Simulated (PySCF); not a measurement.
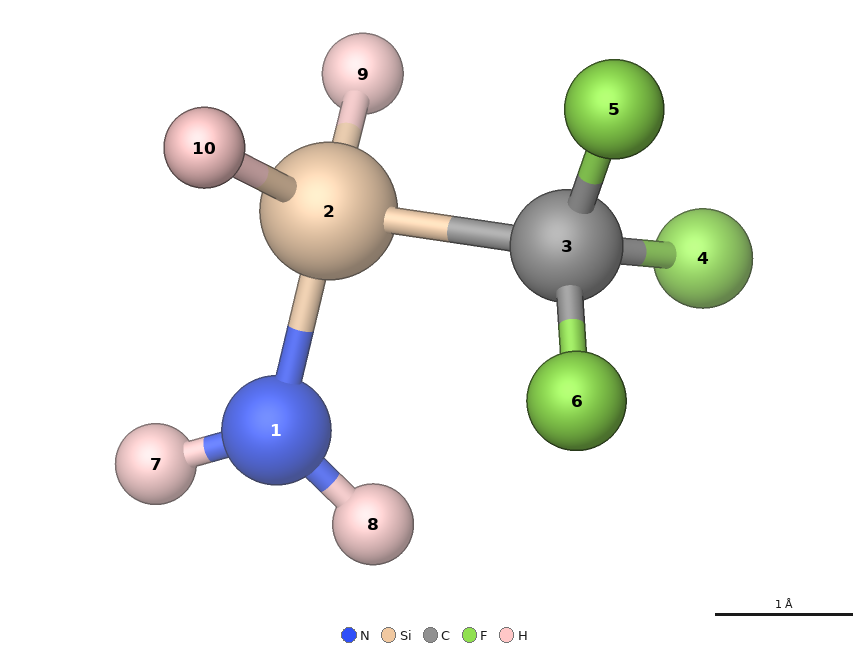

Orthographic view. Depth is shown by fading: the farther an atom, the more it takes the colour of the background. Geometry: an image of a reaction path computed with GFN2-xTB, not a minimum.

Write the connection table.

N1: Si2, H7, H8
Si2: N1, C3, H9, H10
C3: Si2, F4, F5, F6
F4: C3
F5: C3
F6: C3
H7: N1
H8: N1
H9: Si2
H10: Si2
